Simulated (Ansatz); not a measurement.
Input file:

```
crystal:
  periodic: [false, false, false]
  atoms:
    - {symbol: Ga, position_ang: [0.370950, 0.642939, 0.008503]}
    - {symbol: H, position_ang: [1.927563, 0.531702, 0.057289]}
    - {symbol: H, position_ang: [-0.500703, 1.937895, -0.024361]}
    - {symbol: C, position_ang: [-0.607999, -1.050443, -0.014351]}
    - {symbol: N, position_ang: [-1.189811, -2.062102, -0.027080]}
basis:
  gaussian: {orbitals: def2-TZVP, initial_orbitals: start.molden}
hamiltonian: {xc: pbe0, dispersion: d4}
output: {orbitals: {seedname: orbitals}}
```

Launched as:

```sh
ansatz run in.yaml --threads 4 --pin off --events-out ev --progress --plain --max-ram 3916MiB
```

Geometry: PBE-D4/def2-TZVP.

Level of theory: RKS PBE0-D4/def2-TZVP in Ansatz.

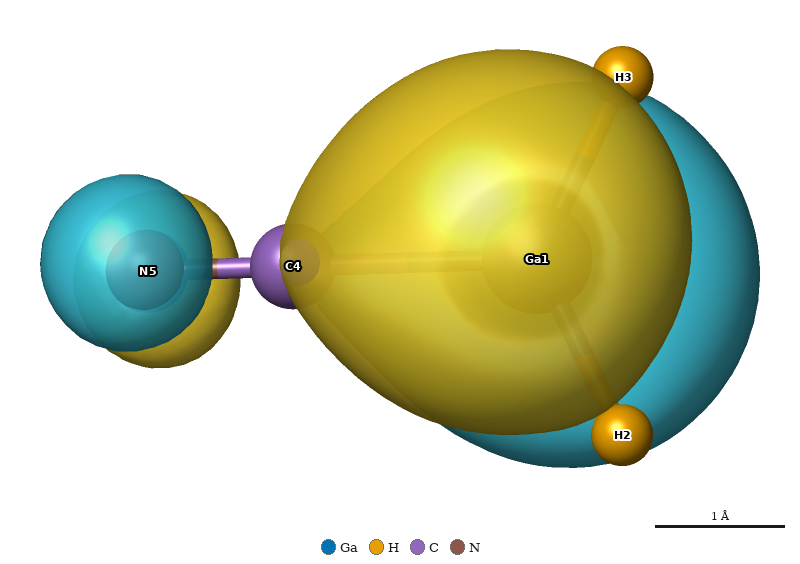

CH2GaN (GaH2(CN)). The LUMO at ±0.1 Å⁻³ᐟ² (yellow and cyan are the two phases), seen at a tilt.

Describe this orbital and give its energy.

Answer. By Hirshfeld shares it lies mainly on Ga1 (about 70 %), C4 (about 10 %) and N5 (about 10 %); it changes sign across the molecular plane (π type); π-antibonding (a node) across C4–N5. Its energy is −2.70 eV.
